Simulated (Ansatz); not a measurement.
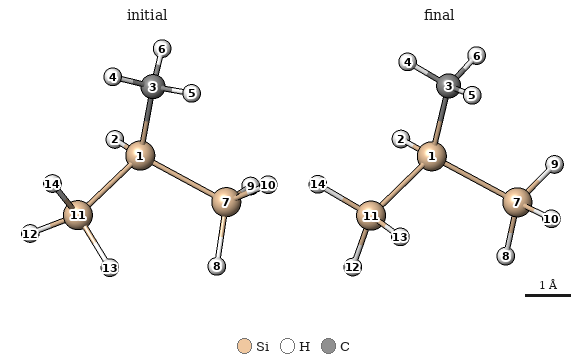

The structure of CH$_{10}$Si$_{3}$ before (left) and after (right) a relaxation, at one scale.

Style: ball-and-stick. Shown at a tilt.

The run prepares the start of a later molecular dynamics calculation, from a guessed geometry.

Level of theory: RKS B3LYP-D4/STO-3G (Ansatz 0.2.0). Settings: no spin polarisation; force threshold 0.02 eV/Å; at most 40 steps.

### Describe what moved and what it gained.

The energy falls by 20.1 kJ/mol in 18 accepted moves (20 points after the start). The largest force component goes from 0.69 to 0.0016 eV/Å. The line search rejected the trial steps at points 5, 6 of the run. The forces were under the threshold at step 7, but the run went on from there. H13 moves most after the best rigid fit: 1.14 Å. Largest moves by element: H 1.14 Å, Si 0.22 Å, C 0.06 Å. Some distances before and after: Si1–Si11 2.218 → 2.257 Å, Si1–C3 1.870 → 1.887 Å, Si11–H13 1.460 → 1.445 Å, Si11–H12 1.460 → 1.445 Å. Bond angles that change, for instance: Si7–Si1–Si11 109.5° → 112.4°, H2–Si1–C3 109.4° → 107.2°, Si1–C3–H5 109.5° → 111.6°. Groups turn about Si1–Si11 by about 45°, Si1–Si7 by about 35°, Si1–C3 by about 30°.

Limits of the set-up: STO-3G is a minimal basis, so the numbers are rough.
